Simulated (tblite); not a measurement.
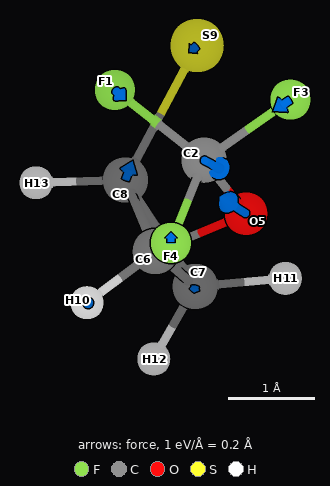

Starting geometry of C4H4F3OS (charge −1) with the computed forces as blue arrows. Style: ball-and-stick. Shown from a free direction.

The calculation used tblite, GFN2-xTB geometry optimisation, gas phase. 

> Is this structure relaxed? If not, where do the atoms go?

It isn't relaxed: the largest force vector, on C2, is 3.44 eV/Å. The final displacements follow the starting forces only in part (cosine between the two patterns 0.36). F3 moves most after the best rigid fit: 0.21 Å. Largest moves by element: F 0.21 Å, S 0.17 Å, H 0.13 Å, C 0.09 Å, O 0.05 Å. Some distances before and after: C2–O5 1.427 → 1.294 Å, C8–S9 1.805 → 1.754 Å, C2–F4 1.361 → 1.384 Å, C7–C8 1.493 → 1.515 Å. Bond angles that change, for instance: O5–C6–H10 118.0° → 111.0°, F1–C2–F4 108.5° → 103.0°, C7–C8–S9 116.8° → 121.6°. The energy falls by 9.92 kcal/mol in 56 geometry steps. Cost: 0.33 s on 1 thread of Arm Neoverse V1, on a shared host.
